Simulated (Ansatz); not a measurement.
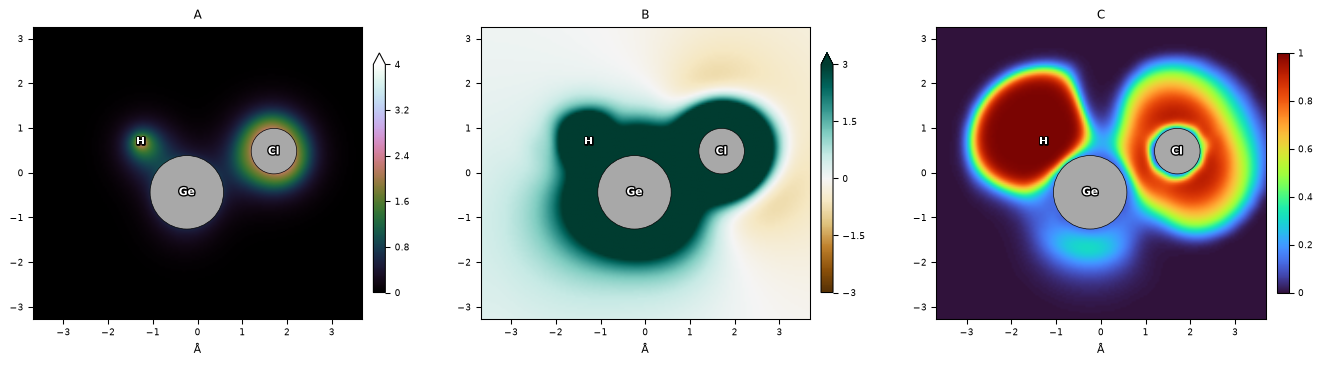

ClGeH3: 3 fields on the plane of atoms Cl1, Ge2 and H5, with unlabelled colour scales. Grey discs cover the atomic cores.

Geometry: PBE0-D4/def2-TZVP.

Theory: isolated molecule in a Gaussian basis; Hartree-Fock in Ansatz.

**Match the panels to the quantities (electron density, electron localisation function and electrostatic potential).**

Panel A: electron density. Panel B: electrostatic potential (strongly positive close to the atoms, with negative regions outside electron-rich atoms). Panel C: electron localisation function. From the grid: Ge–Cl (2.16 Å): ρ at the midpoint is about 0.72 e/Å³, with its minimum of 0.65 e/Å³ about 0.9 Å from Ge; the ELF peaks at about 0.85 in the valence shell of Cl, 0.8 Å from its nucleus, and is about 0.70 at the midpoint. Ge–H (1.53 Å): ρ is about 1.1 e/Å³ halfway; the ELF climbs to about 1 towards the hydrogen.
